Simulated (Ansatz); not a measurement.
A computed series for La: response to strain

Start from La (space group P6_3/mmc, No. 194; a = 3.784 Å, c = 12.068 Å; relaxed with 0.1 eV smearing). Axes: x lies along a and z along c of the hexagonal cell.

Strains are applied to the cell and any free atomic positions relax; under biaxial strain the out-of-plane vector relaxes too.

The values are results of r2SCAN (Ansatz, an electronic-structure program, PAW, without spin-orbit coupling), not measurements.

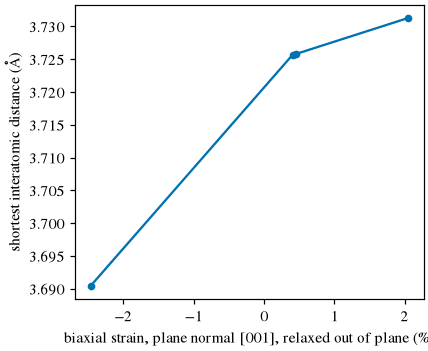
Fig. 1. Shortest interatomic distance against biaxial strain, plane normal [001], relaxed out of plane

| biaxial strain, plane normal [001], relaxed out of plane (%) | shortest interatomic distance |
|---|---|
| -2.46 | 6.974 bohr |
| 0.41 | 7.041 bohr |
| 0.46 | 7.041 bohr |
| 2.05 | 7.051 bohr |

Stability against distortions was not tested.
